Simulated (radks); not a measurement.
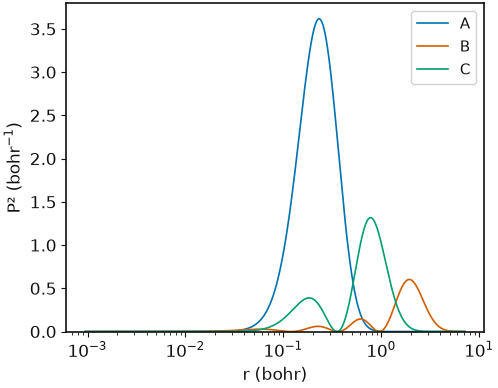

System: the I²⁺ ion, configuration [Kr] 4d10 5s2 5p3. Level of theory: scalar-relativistic Kohn-Sham, PBE, spin-unpolarised, spherical densities, finite nucleus. Computed with the in-house radial solver radks.

The plot shows the radial probability densities P² of 3d, 5p and 4d.

**Which curve belongs to which orbital?**

A is 3d; B is 5p; C is 4d. 3d: outer maximum at 0.232 bohr, ⟨r⟩ = 0.289 bohr, 0 nodes, eigenvalue −626.5 eV; 4d: outer maximum at 0.778 bohr, ⟨r⟩ = 0.918 bohr, 1 node, eigenvalue −70.6 eV; 5p: outer maximum at 1.93 bohr, ⟨r⟩ = 2.21 bohr, 3 nodes, eigenvalue −24.5 eV.
